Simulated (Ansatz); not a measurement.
The figure comes from a scan of BaO (rock salt): volume and axial ratio are varied about the relaxed values (subscript 0). The numbers are results of PBE (plane waves to 420 eV, PAW, scalar-relativistic; Ansatz, a quantum-chemistry and plane-wave program), not measurements. k mesh 10×10×10 (Γ-centred), Fermi-Dirac smearing 0.05 eV. The energy includes the smearing's −TS. BaO was relaxed with its symmetry unable to fall. The zero of ΔE is the relaxed starting cell.

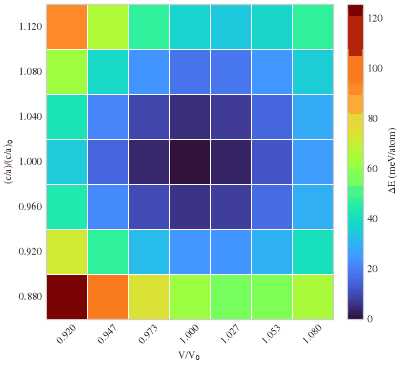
Figure. ΔE (meV/atom), one tile a computed point.

Q: Read the plotted values off the figure, to the accuracy that the plot allows.

A: To the nearest 20:

ΔE (meV/atom), with V/V₀ across and (c/a)/(c/a)₀ down:

```csv
(c/a)/(c/a)₀ \ V/V₀,0.920,0.947,0.973,1.000,1.027,1.053,1.080
0.880,120,100,80,60,60,60,60
0.920,80,40,40,20,20,20,40
0.960,40,20,0,0,0,20,20
1.000,40,20,0,0,0,20,20
1.040,40,20,0,0,0,20,20
1.080,60,40,20,20,20,20,40
1.120,100,60,40,40,40,40,40
```

(Under strain, the slope of the energy per volume gives the stress and its curvature an elastic modulus.)
